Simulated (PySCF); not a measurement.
| atom | x (Å) | y (Å) | z (Å) |
| --- | --- | --- | --- |
| C | -2.1078 | -1.4012 | -0.3328 |
| C | -1.5526 | -0.0740 | 0.0457 |
| N | -2.3245 | 0.9533 | 0.3943 |
| N | -1.4703 | 1.9151 | 0.6521 |
| N | -0.1963 | 1.6270 | 0.5077 |
| C | -0.2030 | 0.3544 | 0.1180 |
| C | 1.0274 | -0.4034 | -0.1692 |
| C | 2.2756 | -0.1393 | 0.6336 |
| C | 2.2095 | 0.2945 | -0.7923 |
| H | -1.7930 | -2.1865 | 0.3725 |
| H | -3.2047 | -1.3586 | -0.3313 |
| H | -1.7744 | -1.7066 | -1.3368 |
| H | -1.7769 | 2.8338 | 0.9456 |
| H | 0.8474 | -1.4371 | -0.4756 |
| H | 2.1968 | 0.6337 | 1.4025 |
| H | 2.9056 | -0.9931 | 0.8962 |
| H | 2.0876 | 1.3619 | -0.9931 |
| H | 2.7922 | -0.2546 | -1.5365 |

Geometry: PBE0-D3(BJ)/def2-SVP.

These are results of PBE0/pcSseg-1, SCF density, gas phase, non-relativistic in PySCF, not measurements.

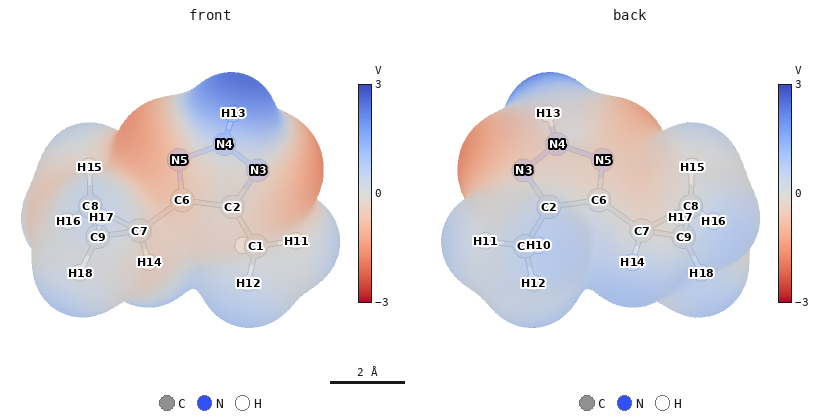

C$_{6}$H$_{9}$N$_{3}$ (SMILES Cc1n[nH]nc1C1CC1). The molecular electrostatic potential painted on the density surface at 0.002 e/bohr³, seen from the front and from behind; the colour scale runs from red (negative) to blue (positive).

Describe the electrostatic potential map.

The most negative region (about −1.6 V, or −37 kcal/mol for a unit charge) lies over N3, the most positive (about +2.4 V, or +55 kcal/mol for a unit charge) over H13. N3 is the likeliest acceptor of a hydrogen bond.
